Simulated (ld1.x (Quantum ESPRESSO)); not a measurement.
Input of ld1.x (Quantum ESPRESSO) 7.5:

```
 &input
   title='As', zed=33., rel=1, dft='PW91', iswitch=3,
   config='[Ar] 3d10 4s2 4p3 4d-2',
   nld=3, rlderiv=2.25, eminld=-3.0, emaxld=5.0, deld=0.02
 /
 &inputp
   pseudotype=2, tm=.true., lloc=1,
   nlcc=.true.,
   file_pseudopw='As.UPF', file_wfcaegen='ae.wfc', file_wfcncgen='nc.wfc', file_beta='beta', file_chi='chi'
 /
3
4S  1  0   2.00   0.00  1.20  1.20  0.0
4D  3  2  -2.00  -0.10  1.85  1.85  0.0
4P  2  1   3.00   0.00  2.05  2.05  0.0
 &test
   configts(1)='4s2 4p3'
 /
```

Launched with:
```bash
ld1.x < As.in > As.out
```

Functional and relativity: PW91, scalar-relativistic.

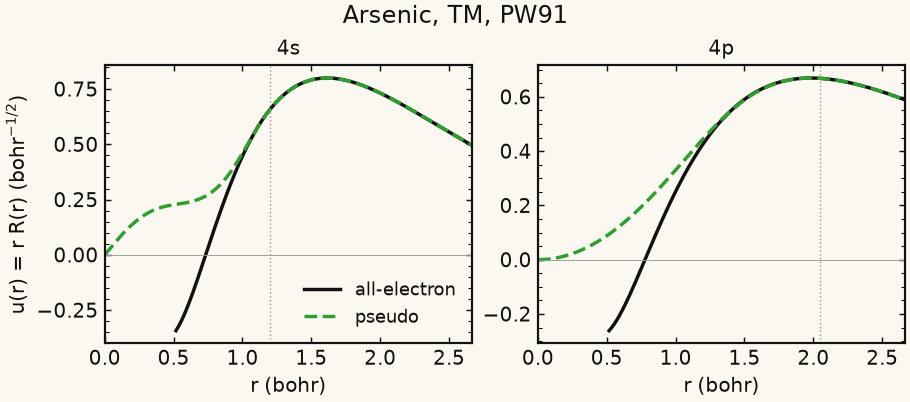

Partial waves u(r) = r R(r), all-electron (solid) and pseudo (dashed). Dotted lines mark the matching radii. The all-electron curves start outside the innermost oscillations, which aren't drawn.

Pseudo-waves: 4s has no node; 4p has no node.

- Cutoffs needed: 80 Ry and 160 Ry (the cutoffs, on a coarse ladder, from which the occupation-weighted sum of valence levels, in a spherical-Bessel basis at the reference potential, stays within 10 and 1 mRy of its value at 400 Ry)
- Ghost test: ghost states below the valence levels: s at -467.4 eV, d at -138.9 eV (spherical-Bessel basis up to 400 Ry, 20 bohr box)
- Largest excitation error: -395 meV (all-electron minus pseudo) for 4s1 4p0, out of 7 test configurations
